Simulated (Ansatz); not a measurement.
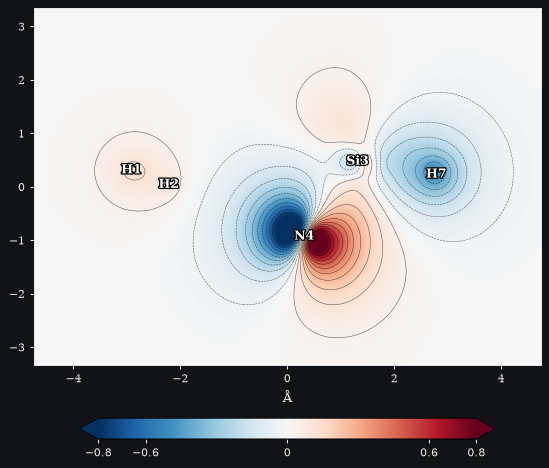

Figure 1: H₂···H₅NSi (SMILES [H][H].[SiH3]N). The HOMO on the plane of atoms N4, Si3 and H7 (values in Å⁻³ᐟ²; the overall sign is arbitrary).

Geometry: PBE0-D4/def2-TZVP.

Computed with RKS PBE0-D4/def2-TZVPPD in Ansatz 0.2.0.

```xyz
9

H    -0.1056    0.4081   -3.1096
H     0.0703    0.1991   -2.4125
Si   -0.4730    0.2428    1.1038
N     0.7016   -0.5460    0.1213
H    -0.3469    1.7052    0.8763
H    -1.8139   -0.2373    0.6820
H    -0.3547    0.0063    2.5739
H     0.6638   -1.5476    0.0163
H     1.6585   -0.2308    0.1485
```

What is the character of this orbital?

Its weight (Hirshfeld) is mainly on N4 (about 60 %), Si3 (about 15 %) and H7 (about 10 %). Its energy is −7.54 eV.
